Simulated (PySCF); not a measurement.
B(Cl)2(Et), C₂H₅BCl₂, SMILES CCB(Cl)Cl, singlet at its PBE0/def2-SVP optimised geometry (Å):

```
10

B     -1.2142    -0.2203     0.0000
Cl    -2.1539     1.2616     0.0000
Cl    -2.0960    -1.7414     0.0041
C      0.3486    -0.2203     0.0000
C      1.0605     1.1252    -0.0262
H      0.6589    -0.8537    -0.8529
H      0.6538    -0.8153     0.8824
H      0.7888     1.7414     0.8442
H      0.7950     1.7037    -0.9240
H      2.1539     1.0020    -0.0199
```

Method: PBE0/def2-TZVP in PySCF.

Map of the electrostatic potential (hartree/e), clipped to [-0.08, 0.12] on the plane z = 1.2 Å:

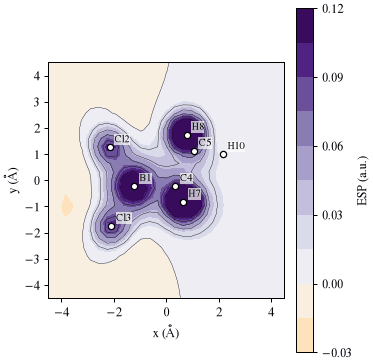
Electrostatic potential (hartree/e), clipped to [-0.08, 0.12] on the plane z = 1.2 Å.
